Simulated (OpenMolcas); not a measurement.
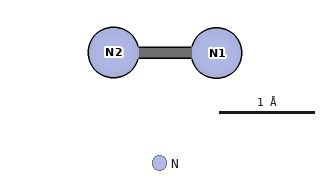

Figure 1. The structure as given in the input (ball-and-stick view, seen on its broad side; atoms are numbered from 1 in the order of the input). Bond lengths as drawn: N–N 1.09 Å.

## N2: energy and gradient calculation

N2, SMILES N#N, computed with HF/STO-3G, RHF (OpenMolcas 26.06).

The geometry comes from this level: PBE0-D4/def2-TZVP.

## Input file
```
* N2 Hartree-Fock
&GATEWAY
BasLib=$CurrDir
Coord
2
bohr
N      0.87966751    -0.28402584     0.45315632
N     -0.87966751     0.28402584    -0.45315632
Basis=STO-3G
Group=NoSym
&SEWARD
&SCF
Thresholds=1e-10 1e-07 1e-07 1e-05
PrOrbitals=1 2
&ALASKA
```

Command:
```bash
export MOLCAS_MEM=1860
pymolcas test.input > test.log
```

## Log
```
--- Start Module: gateway ---

                                              &GATEWAY

                       available to each process: 1.9 GB of memory, 1 thread

 Basis Set     1 Label: N.STO-3G
 Basis set is read from library:.
 basistype.tbl is not found

++    Symmetry information:
      ---------------------

                    Character Table for C1

                             E
                    a        1  x, y, xy, Rz, z, xz, Ry, yz, Rx, I
--

++    Basis set information:
      ----------------------

      Basis set label: N.STO-3G.........

      Electronic valence basis set:
      ------------------
      Associated Effective Charge   7.000000 au
      Associated Actual Charge      7.000000 au
      Nuclear Model: Point charge

      Shell  nPrim  nBasis  Cartesian Spherical Contaminant
         s       6       2        X
         p       3       1        X
--

++    Molecular structure info:
      -------------------------

                    ************************************************
                    **** Cartesian Coordinates / bohr, angstrom ****
                    ************************************************

     Center  Label                x              y              z                     x              y              z
        1      N1               0.879668      -0.284026       0.453156              0.465500      -0.150300       0.239800
        2      N2              -0.879668       0.284026      -0.453156             -0.465500       0.150300      -0.239800
--

            Nuclear Potential Energy             23.79834183 au

--- Stop Module: gateway /rc=_RC_ALL_IS_WELL_ ---

--- Start Module: seward ---

                                              &SEWARD

                       available to each process: 1.9 GB of memory, 1 thread

               SEWARD will generate:
                  Multipole Moment integrals up to order  2
                  Kinetic Energy integrals
                  Nuclear Attraction integrals (point charge)
                  One-Electron Hamiltonian integrals
                  Velocity integrals
                  Orbital angular momentum around (  0.0000   0.0000   0.0000 )
                  Velocity quadrupole around (  0.0000   0.0000   0.0000 )
                  Two-Electron Repulsion integrals

                   Integrals are discarded if absolute value <: 1.00E-14
                   Integral cutoff threshold is set to       <: 1.00E-16

            Nuclear Potential Energy             23.79834183 au

      Basis set specifications :
      Symmetry species         a
      Basis functions           10

--- Stop Module: seward /rc=_RC_ALL_IS_WELL_ ---

--- Start Module: scf ---

                                                &SCF

                       available to each process: 1.9 GB of memory, 1 thread

++    Input section:
      --------------

      Header of the integral files:

      Cartesian coordinates in angstrom:
      -----------------------------------------------------
      No.  Label        X            Y            Z
      -----------------------------------------------------
       1   N1         0.46550000  -0.15030000   0.23980000
       2   N2        -0.46550000   0.15030000  -0.23980000
      -----------------------------------------------------
      Nuclear repulsion energy =   23.79834183
--

++    Orbital specifications:
      -----------------------

      Symmetry species               1
                                     a
      Frozen orbitals                0
      Occupied orbitals              7
      Secondary orbitals             3
      Deleted orbitals               0
      Total number of orbitals      10
      Number of basis functions     10
--

      Molecular charge                           0.000

++    Optimization specifications:
      ----------------------------

      SCF Algorithm: Conventional
      Minimized density differences are used
      Number of density matrices in core                 5
      Maximum number of NDDO SCF iterations            400
      Maximum number of HF SCF iterations              400
      Threshold for SCF energy change             1.00E-10
      Threshold for density matrix                1.00E-07
      Threshold for Fock matrix                   1.00E-07
      Threshold for linear dependence             1.00E-09
      Threshold at which DIIS is turned on        1.50E-01
      Maximum depth in the DIIS procedure                5
      Maximum depth in the BFGS Hessian update          30
      Threshold at which QNR/C2DIIS is turned on  7.50E-02
      Threshold for Norm(delta) (QNR/C2DIIS)      1.00E-05
      All orbitals punched on: SCFORB
--

      Input vectors read from INPORB
      Orbital file label: *Guess orbitals

++ Convergence information
                                   SCF        iterations: Energy and convergence statistics

Iter     Tot. SCF        One-elec.       Two-elec.     Energy      Max Dij or  Max Fij      DNorm      TNorm      AccCon     Time
         Energy          Energy          Energy        Change      Delta Norm                                                in Sec.
   1  -107.465044176  -192.626359164    61.362973163   0.00E+00    1.44E-01*   1.70E-01*    5.58E+00   2.89E+01   None         0.
   2  -107.492121025  -192.728475423    61.438012572  -2.71E-02*   3.24E-02*   3.01E-02*    7.15E-01   2.90E+01   EDIIS        0.
   3  -107.493316531  -192.754786180    61.463127824  -1.20E-03*   2.57E-04*   8.68E-03*    3.03E-02   2.90E+01   c2DIIS       0.
   4  -107.493380320  -192.762606583    61.470884438  -6.38E-05*   3.05E-05*   1.12E-04*    9.04E-05   2.90E+01   QNRc2DIIS    0.
   5  -107.493380325  -192.762662601    61.470940450  -5.67E-09*   8.68E-06    1.28E-05*    2.52E-05   2.90E+01   QNRc2DIIS    0.
   6  -107.493380326  -192.762677639    61.470955488  -2.35E-10*   2.60E-07    1.57E-06*    6.74E-06   2.90E+01   QNRc2DIIS    0.
   7  -107.493380326  -192.762677952    61.470955801  -5.12E-13    2.35E-12    4.38E-12     4.24E-05   2.90E+01   QNRc2DIIS    0.

       Convergence after   7 Iterations
--

 *****************************************************************************************************************************
 *                                             SCF/KS-DFT Program, Final results                                             *
 *                                                       Final Results                                                       *
 *****************************************************************************************************************************

::    Total SCF energy                               -107.4933803257
      One-electron energy                            -192.7626779519
      Two-electron energy                              61.4709558008
      Nuclear repulsion energy                         23.7983418255
      Kinetic energy (interpolated)                   106.2137915896
      Virial theorem                                    1.0120472936
      Total spin, S(S+1)                                0.0000000000
      Total spin, S                                     0.0000000000
      Max non-diagonal density matrix element           0.0000000000
      Max non-diagonal Fock matrix element              0.0000000000

      All orbitals with orbital energies smaller than  E(LUMO)+0.5 are printed

++    Molecular orbitals:
      -------------------

      Title: SCF orbitals

      Molecular orbitals for symmetry species 1: a

      Basis set list:
        1 N1     1s
        2 N1     1s
        3 N1     2px
        4 N1     2py
        5 N1     2pz
        6 N2     1s
        7 N2     1s
        8 N2     2px
        9 N2     2py
       10 N2     2pz

  Index Energy  Occupation Coefficients ...

    1  -15.5208    2.0000          1 N1     1s     ( 0.703),     6 N2     1s     ( 0.703),

    2  -15.5188    2.0000          1 N1     1s     (-0.703),     6 N2     1s     ( 0.703),

    3   -1.4505    2.0000          2 N1     1s     ( 0.486),     7 N2     1s     ( 0.486),

    4   -0.7214    2.0000          2 N1     1s     ( 0.741),     7 N2     1s     (-0.741),

    5   -0.5787    2.0000          4 N1     2py    ( 0.599),     9 N2     2py    ( 0.599),

    6   -0.5787    2.0000          3 N1     2px    (-0.292),     5 N1     2pz    ( 0.550),     8 N2     2px    (-0.292),    10 N2     2pz    ( 0.550),

    7   -0.5415    2.0000          2 N1     1s     ( 0.410),     3 N1     2px    ( 0.516),     5 N1     2pz    ( 0.266),     7 N2     1s     ( 0.410),
                                   8 N2     2px    (-0.516),    10 N2     2pz    (-0.266),

    8    0.2849    0.0000          4 N1     2py    (-0.398),     5 N1     2pz    (-0.698),     9 N2     2py    ( 0.398),    10 N2     2pz    ( 0.698),

    9    0.2849    0.0000          3 N1     2px    (-0.368),     4 N1     2py    (-0.698),     8 N2     2px    ( 0.368),     9 N2     2py    ( 0.698),

--

++    Molecular charges:
      ------------------

      Mulliken charges per centre and basis function type
      ---------------------------------------------------

                N1      N2
      1s       3.7364  3.7364
      2px      1.1925  1.1925
      2pz      1.0511  1.0511
      2py      1.0201  1.0201
      Total    7.0000  7.0000

      N-E     -0.0000 -0.0000

      Total electronic charge=   14.000000

      Total            charge=   -0.000000
--

++    Molecular properties:
      ---------------------

      Charge (e):
                      =   -0.0000
      Dipole Moment (debye):
      Origin of the operator (angstrom)=    0.0000    0.0000    0.0000
                   X=  3.2734E-14               Y= -1.3263E-14               Z=  2.0459E-14           Total=  4.0817E-14
      Quadrupole Moment (debye*angstrom):
      Origin of the operator (angstrom)=    0.0000    0.0000    0.0000
                  XX= -1.1077E+01              XY=  6.0839E-01              XZ= -9.7067E-01              YY= -9.3897E+00
                  YZ=  3.1341E-01              ZZ= -9.6933E+00
      In traceless form (debye*angstrom)
                  XX= -1.5360E+00              XY=  9.1258E-01              XZ= -1.4560E+00              YY=  9.9571E-01
                  YZ=  4.7011E-01              ZZ=  5.4031E-01
--

--- Stop Module: scf /rc=_RC_ALL_IS_WELL_ ---

--- Start Module: alaska ---

                                              &ALASKA

                       available to each process: 1.9 GB of memory, 1 thread

                     Threshold for contributions to the gradient: 1.000E-07

                    ********************************************
                    * Symmetry Adapted Cartesian Displacements *
                    ********************************************

           Irreducible representation : a
           Basis function(s) of irrep: x, y, xy, Rz, z, xz, Ry, yz, Rx, I

 Basis Label        Type   Center Phase
   1   N1           x         1     1
   2   N1           y         1     1
   3   N1           z         1     1
   4   N2           x         2     1
   5   N2           y         2     1
   6   N2           z         2     1

                     No automatic utilization of translational and rotational invariance of the energy is employed.

 Conventional ERI gradients!

 **************************************************
 *              Molecular gradients               *
 **************************************************

  Irreducible representation: a
 ------------------------------------------------------------------------------------------
                              X                       Y                       Z
 ------------------------------------------------------------------------------------------
  N1               -1.55656087115492E-01    5.02580240733290E-02   -8.01854550963759E-02
  N2                1.55656087115492E-01   -5.02580240733272E-02    8.01854550963759E-02
 ------------------------------------------------------------------------------------------

--- Stop Module: alaska /rc=_RC_ALL_IS_WELL_ ---

.##################.
.# Happy landing! #.
.##################.

    Timing: Wall=1.47 User=1.09 System=0.33
```

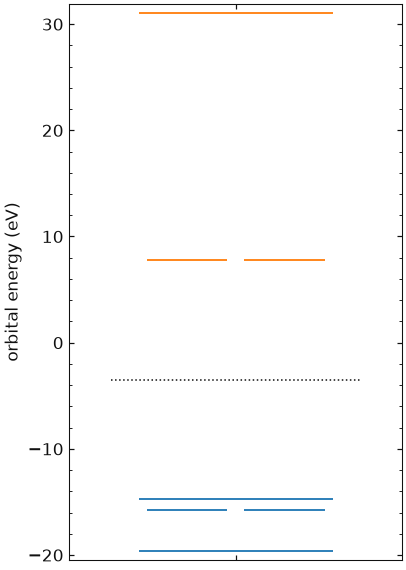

Figure 2. Orbital energies near the frontier; the dotted line parts filled from empty levels, and levels within 0.02 eV of each other stand side by side. Highest filled −14.74 eV, lowest empty 7.75 eV, 22.49 eV apart.

## Results in brief

| quantity | value |
| --- | --- |
| outcome | converged |
| total energy | −107.493380 hartree |
| basis functions | 10 |
| largest force | 9.367 eV/Å |
| HOMO | −14.74 eV |
| LUMO | 7.75 eV |
| dipole moment | 0.00 debye |
| hardware | 1 thread of Intel Xeon (Sapphire Rapids), 16 GiB of memory available, shared host |
| wall time | 1.6 s |
| peak memory | 0.37 GiB |
